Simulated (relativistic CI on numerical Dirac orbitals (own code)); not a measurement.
**Ni²⁺ (3d8) in crystal fields: levels and magnetism**

How does a crystal field split the 3d8 shell of Ni²⁺, and what follows for the ground state and χT? 6 fields tried.

Program: relativistic CI on numerical Dirac orbitals (own code) version 1. Level of theory: Dirac-Coulomb-Breit CI, KLI orbitals optimised for each configuration, model QED (radiative potential, 1s self-energy scaled to tabulated hydrogen-like ionisation energies), valence Slater integrals scaled by 0.85, one configuration in a parametric crystal field. These are calculated values, not measurements, unless marked.

**1. Starting point**

```
ion            : Ni²⁺ (Ni III)
nuclear charge : 28
electrons      : 26
open shell     : 3d8
Slater scale   : 0.85
field 1 (cm⁻¹) : Td, 10Dq = -7200
field 2 (cm⁻¹) : D4h, 10Dq = 25600, Ds = 1020, Dt = -300
field 3 (cm⁻¹) : Td, 10Dq = -6250
field 4 (cm⁻¹) : D4h, 10Dq = 13750, Ds = 1880, Dt = -780
field 5 (cm⁻¹) : Td, 10Dq = -11250
field 6 (cm⁻¹) : Td, 10Dq = -4350
```

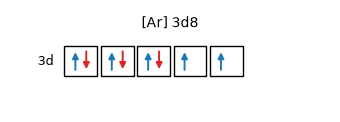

Occupation of the outer shells (arrows by Hund's rule).

**2. Field 1: Td, 10Dq = -7200**

The run's settings:

```ini
atom Ni  Z=28  charge=2  electrons=26
nucleus A=58  rms_radius_fm=3.7757
hamiltonian dirac-coulomb  breit=on  qed=on  c_scale=1
orbitals kli  potential=per-configuration
slater_scale 0.85
correlation none
mixing on
configurations
  [Ar] 3d8
end
crystal_field Td 10Dq=-7200
```

**3. Field 2: D4h, 10Dq = 25600, Ds = 1020, Dt = -300**

Changes to the settings of step 2:

```diff
@@ -10,2 +10,2 @@
 end
-crystal_field Td 10Dq=-7200
+crystal_field D4h 10Dq=25600 Ds=1020 Dt=-300
```

**4. Field 3: Td, 10Dq = -6250**

Changes to the settings of step 3:

```diff
@@ -10,2 +10,2 @@
 end
-crystal_field D4h 10Dq=25600 Ds=1020 Dt=-300
+crystal_field Td 10Dq=-6250
```

**5. Field 4: D4h, 10Dq = 13750, Ds = 1880, Dt = -780**

Changes to the settings of step 4:

```diff
@@ -10,2 +10,2 @@
 end
-crystal_field Td 10Dq=-6250
+crystal_field D4h 10Dq=13750 Ds=1880 Dt=-780
```

**6. Field 5: Td, 10Dq = -11250**

Changes to the settings of step 5:

```diff
@@ -10,2 +10,2 @@
 end
-crystal_field D4h 10Dq=13750 Ds=1880 Dt=-780
+crystal_field Td 10Dq=-11250
```

**7. Field 6: Td, 10Dq = -4350**

Changes to the settings of step 6:

```diff
@@ -10,2 +10,2 @@
 end
-crystal_field Td 10Dq=-11250
+crystal_field Td 10Dq=-4350
```

(Steps that only read results are left out.)

Q: Predict the outcome of this session. Wanted: ground spin.

As calculated:

| field | ground state | degeneracy | S | J | first gap (cm⁻¹) | stabilisation (cm⁻¹) | χT at 2 K | χT at 300 K |
| --- | --- | --- | --- | --- | --- | --- | --- | --- |
| 1: Td | A1 | 1 | 1.00 | 3.97 | 417 | -4676 | 0.022 | 2.275 |
| 2: D4h | E | 2 | 1.00 | 3.32 | 1 | -31877 | 1.073 | 1.120 |
| 3: Td | A1 | 1 | 1.00 | 3.97 | 410 | -4026 | 0.023 | 2.330 |
| 4: D4h | E | 2 | 1.00 | 3.35 | 7 | -21038 | 0.805 | 1.184 |
| 5: Td | A1 | 1 | 1.00 | 3.93 | 429 | -7528 | 0.020 | 2.126 |
| 6: Td | A1 | 1 | 1.00 | 3.98 | 386 | -2751 | 0.025 | 2.494 |

χT is in cm³ K/mol; stabilisation counts from the free ion's lowest level; S and J come from the expectation values of their squares.

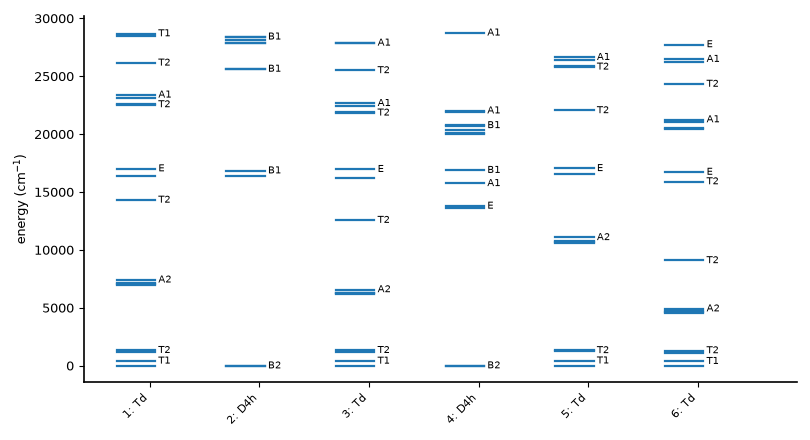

The lowest levels in each field.

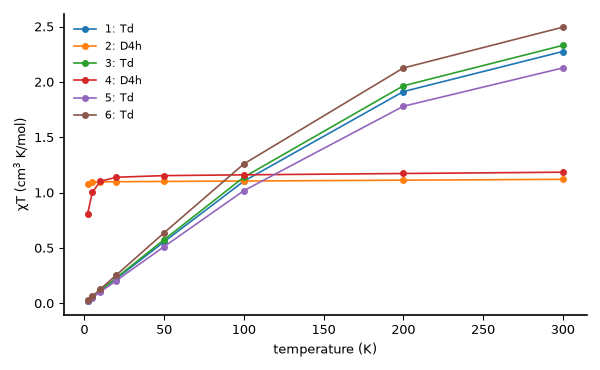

χT against temperature, by Van Vleck's formula.

```
                           quantity                                                 value
ground spin (effective S from ⟨S²⟩)  1: 1.00, 2: 1.00, 3: 1.00, 4: 1.00, 5: 1.00, 6: 1.00
                        χT at 300 K                                1.12 to 2.49 cm³ K/mol
```

All fields leave the ground state at S = 1. Fields 1, 3, 5, 6 leave a non-degenerate ground state well apart, so χT falls towards zero on cooling. The field is a set of parameters, without covalency or charge transfer.
